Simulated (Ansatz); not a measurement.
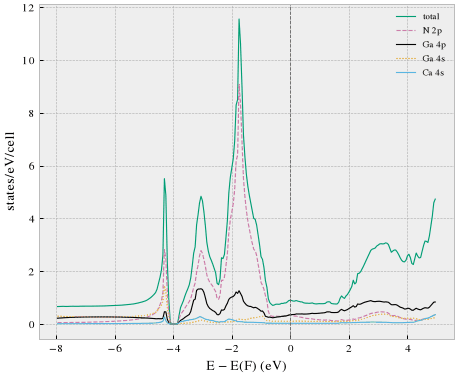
Figure: Total and projected density of states of CaGaN in space group P4/nmm (No. 129; Ga on 2c, Ca on 2c, N on 2c), DFT-PBEsol in the program Ansatz with PAW potentials

Task: Which orbitals carry the states next to the Fermi level?

Result: Within 0.5 eV of the Fermi level: Ga 4p 40 %, N 2p 35 %, Ga 4s 12 %, outside the projected shells 9 %. Projections are on Löwdin-orthogonalised atomic valence shells; empty p or d shells of many metals are not among them.

Task: Where is the tallest occupied peak in this window, and what makes it?

Result: Near -1.8 eV, about 12 states/eV per cell; the largest projected share is N 2p.

The workflow started from an entry of the Crystallography Open Database (COD). Whether it is the stable phase at ambient conditions was not checked. The PBEsol relaxation kept the symmetry of its start; whether a distortion lowers the energy is not shown. Spin–orbit coupling is left out wherever it is not named.

Potentials: the later of the program's two PAW sets.
